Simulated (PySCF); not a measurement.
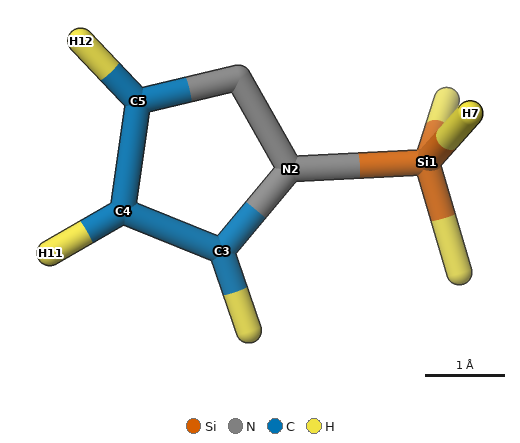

Fig. 1: The structure as given in the input (stick view, seen at a tilt; atoms are numbered from 1 in the order of the input).

# C₃H₆N₂Si: NMR shielding calculation

C₃H₆N₂Si, SMILES [SiH3]n1cccn1, computed with GIAO PBE0/pcSseg-1 NMR shielding, non-relativistic, gas phase (PySCF 2.14.0).

The geometry comes from this level: GFN2-xTB. It belongs to a series of runs on one base structure; here: constitutional isomer. Figures and captions count atoms from 1; the log counts them from 0 in places.

### Log
```
coarse grid: 10728 points
cycle   1  E = -516.4257450477  dE =  1.018e+00  |g| = 3.296e-01  |ddm| = 3.252e+00
cycle   2  E = -516.4117675537  dE =  1.398e-02  |g| = 4.180e-01  |ddm| = 7.375e-01
cycle   3  E = -516.4523199208  dE = -4.055e-02  |g| = 9.904e-02  |ddm| = 4.146e-01
cycle   4  E = -516.4542951444  dE = -1.975e-03  |g| = 3.482e-02  |ddm| = 9.710e-02
cycle   5  E = -516.4545622162  dE = -2.671e-04  |g| = 5.695e-03  |ddm| = 3.297e-02
cycle   6  E = -516.4545663445  dE = -4.128e-06  |g| = 3.325e-03  |ddm| = 6.331e-03
cycle   7  E = -516.4545687315  dE = -2.387e-06  |g| = 7.330e-04  |ddm| = 2.756e-03
final grid: 99768 points
cycle   8  E = -516.4858524563  dE = -2.330e-05  |g| = 5.789e-03  |ddm| = 3.009e-02
cycle   9  E = -516.4858500190  dE =  2.437e-06  |g| = 6.770e-03  |ddm| = 1.161e-02
cycle  10  E = -516.4858604849  dE = -1.047e-05  |g| = 1.140e-03  |ddm| = 6.138e-03
cycle  11  E = -516.4858607547  dE = -2.698e-07  |g| = 3.281e-04  |ddm| = 1.031e-03
cycle  12  E = -516.4858607784  dE = -2.369e-08  |g| = 6.263e-05  |ddm| = 2.780e-04
cycle  13  E = -516.4858607789  dE = -5.267e-10  |g| = 3.757e-05  |ddm| = 6.929e-05
cycle  14  E = -516.4858607792  dE = -2.819e-10  |g| = 8.205e-06  |ddm| = 2.992e-05
```

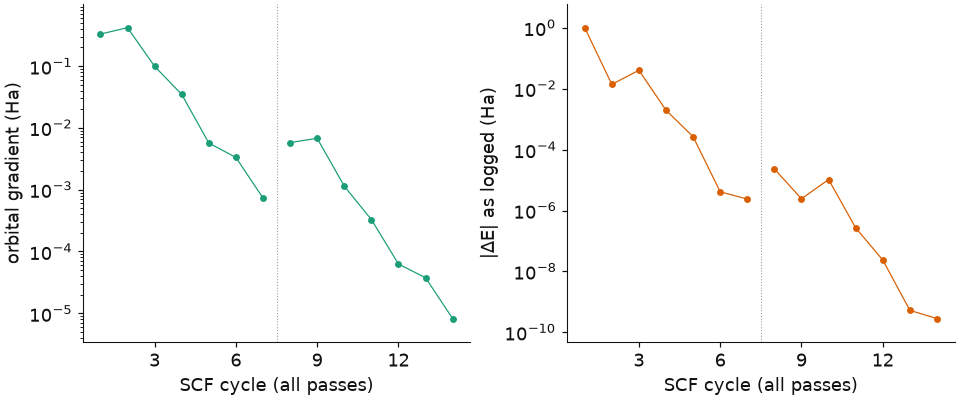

Fig. 2: Convergence of the self-consistent field: orbital gradient and size of the energy change against the SCF cycle. The dotted line marks the change from a coarse to the final integration grid. The first 7 cycles use a coarse grid, the final grid takes over at cycle 8, and the field converges after 14 cycles in all.

```
converged SCF energy = -516.4858607792

GIAO shielding tensors (ppm)
atom      isotropic    diamagn.    paramagn.     s11        s22        s33       span
  0 Si     399.956     880.202    -480.247    374.723    379.841    445.303     70.579
  1 N       46.138     328.039    -281.901    -62.210     48.636    151.987    214.197
  2 C       46.760     250.864    -204.105    -38.619     41.686    137.212    175.831
  3 C       75.100     259.747    -184.646     -2.665     67.198    160.768    163.433
  4 C       37.888     251.588    -213.700    -55.836     39.909    129.590    185.426
  5 N      -88.227     322.059    -410.286   -334.108   -109.820    179.246    513.354
  6 H       26.528      28.861      -2.333     23.132     24.878     31.573      8.441
  7 H       26.525      28.857      -2.333     23.128     24.876     31.570      8.442
  8 H       26.672      29.585      -2.913     22.778     26.275     30.963      8.185
  9 H       24.103      32.053      -7.950     21.529     23.838     26.942      5.413
 10 H       25.229      31.688      -6.459     23.191     25.487     27.009      3.818
 11 H       23.722      30.387      -6.665     21.452     24.161     25.552      4.100
```

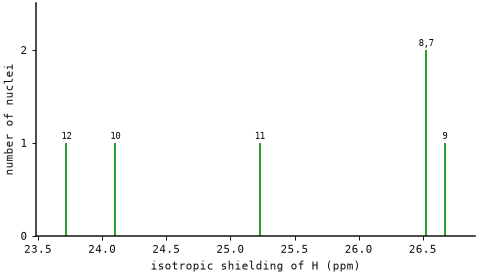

Fig. 3: Isotropic shieldings of the hydrogen nuclei in this fixed geometry, labelled by atom number; shielding grows to the right, so chemical shift grows to the left. The least shielded is H12 (23.7 ppm), the most shielded H9 (26.7 ppm).

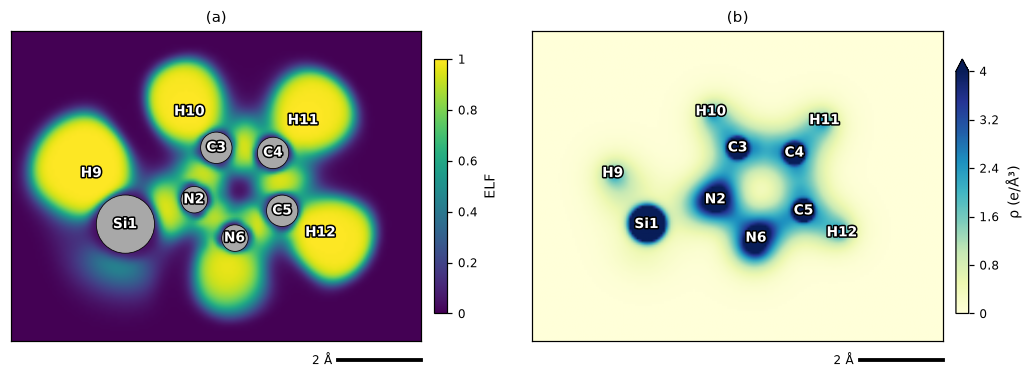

Fig. 4: (a) ELF; (b) electron density on the plane of atoms C3, C4 and C5. Grey discs, where drawn, cover atomic cores. The section cuts through Si, N, C and H sites.

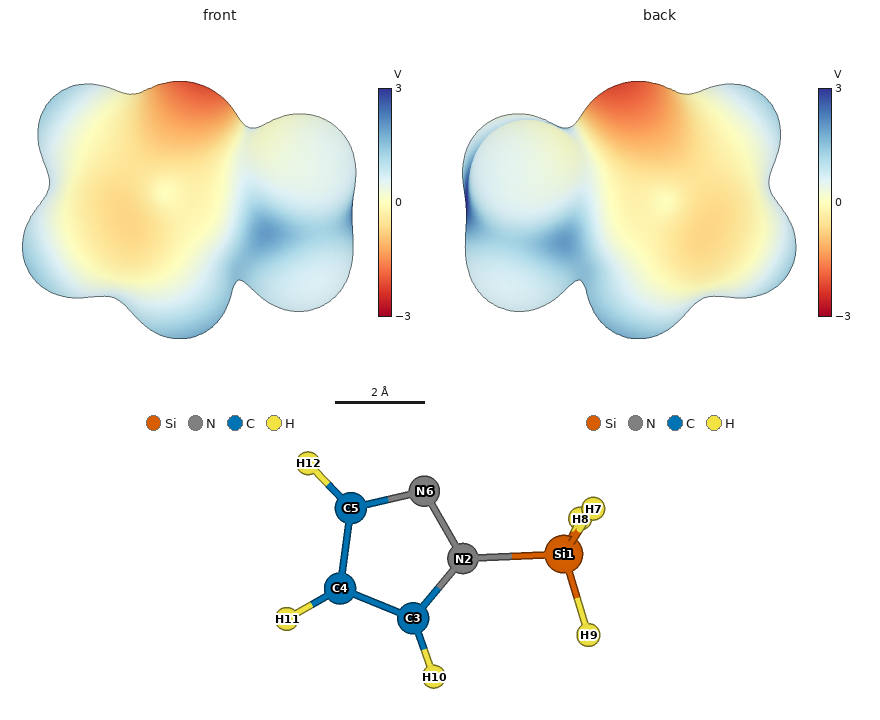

Fig. 5: The molecular electrostatic potential painted on the density surface at 0.004 e/bohr³, seen face on and from behind; red is negative and blue positive. The bare structure is drawn below in the same view. A positive charge is drawn to the negative regions and a negative charge to the positive ones. Its dipole moment is 1.98 D.

This output came from the following input.

### Input
```
{"job": {"kind": "nmr", "xc": "PBE0", "basis": "pcSseg-1"}, "charge": 0, "multiplicity": 1}
Si     2.049078     0.021596    -0.233103
N      0.301519    -0.001400    -0.071187
C     -0.520852     0.111938     0.999722
C     -1.810065     0.023817     0.549266
C     -1.678518    -0.146638    -0.841476
N     -0.415881    -0.159589    -1.196223
H      2.388754     1.145168    -1.099638
H      2.447378    -1.262989    -0.799079
H      2.531004     0.204841     1.136825
H     -0.123789     0.245157     1.985766
H     -2.715106     0.074524     1.118743
H     -2.452324    -0.257110    -1.575643
```

The first line tells a small driver script what to run in PySCF; the rest is the geometry in Å.

Launch command:
```bash
OMP_NUM_THREADS=1 python <driver script> task.json out
```

### Results in brief

- outcome: converged
- total energy: −516.485861 hartree
- HOMO: −7.22 eV
- LUMO: 0.22 eV
- dipole moment: 1.98 D
- isotropic shielding, Si: 400.0 ppm
- isotropic shielding, N: −88.2 to 46.1 ppm
- isotropic shielding, C: 37.9 to 75.1 ppm
- isotropic shielding, H: 23.7 to 26.7 ppm
- hardware: 1 CPU thread, shared host
- wall time: 32 s
- peak memory: 0.67 GiB
